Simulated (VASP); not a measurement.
Band structure of TiCrAs2 (space group P-3m1). These are PBEsol GGA with spin-orbit coupling, VASP's PBE PAW potentials (set 64) (plane waves; VASP) values and carry that method's errors.

The run has a spin-polarised start.

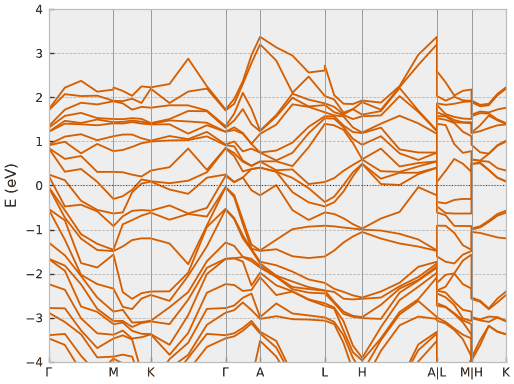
Figure: Bands along high-symmetry lines, zero at the valence-band maximum or, without a gap, the Fermi level

**Question.** Read the plot: is there a gap, and where are the band edges?

**Answer.** It has no gap at this level: it comes out as a metal or semimetal.

The structure comes from a computed database's TiCrAs2 entry (P-3m1); how it stands against other phases isn't given here. It was relaxed first.
